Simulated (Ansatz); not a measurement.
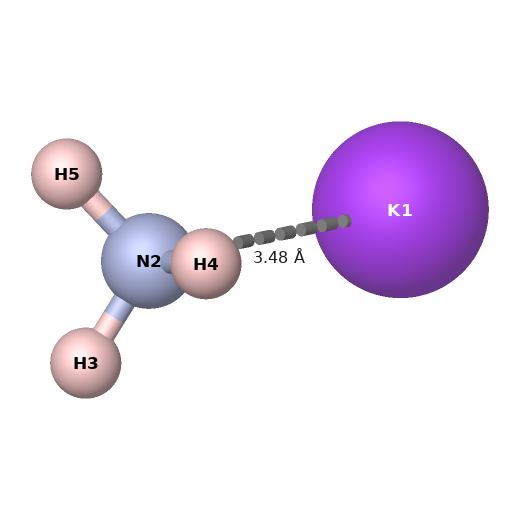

Two molecules or ions; the broken line marks their closest contact (measured against van der Waals radii). State: charge +1, singlet. Geometry: a pair of rigid molecules at a changed separation. Program: Ansatz 0.2.0.

> Which two species are they?

K and NH3 (`N.[K+]`).

Give the counterpoise-corrected interaction energy (kJ/mol, monomers kept as in the pair) with RHF-CCSD(T) (frozen core)/def2-TZVPPD; ωB97M-V/def2-TZVPPD.

```
                                level  interaction energy (kJ/mol)
RHF-CCSD(T) (frozen core)/def2-TZVPPD                        −60.4
                  ωB97M-V/def2-TZVPPD                        −62.5
```
